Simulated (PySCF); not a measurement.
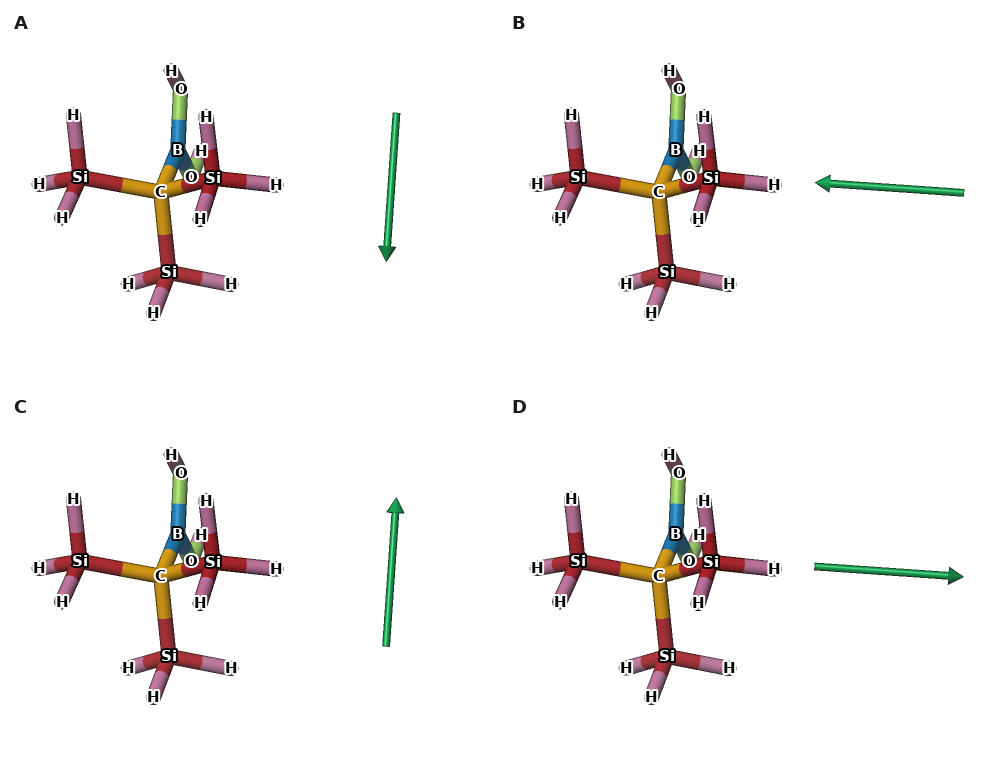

The same molecule four times, each with an arrow. Computed geometry: GFN2-xTB optimisation. No frequency run is at hand to confirm it as a minimum. Properties computed with PBE0/pcSseg-1, gas phase (PySCF 2.14.0).

Which arrow points along the dipole moment, from the negative to the positive end?

Answer. C. The dipole moment is 1.38 D.

The geometry is semi-empirical. Around B, Si such bond lengths and angles can be off by a tenth of an ångström or more and by several degrees, and values that hang on the shape move with them.
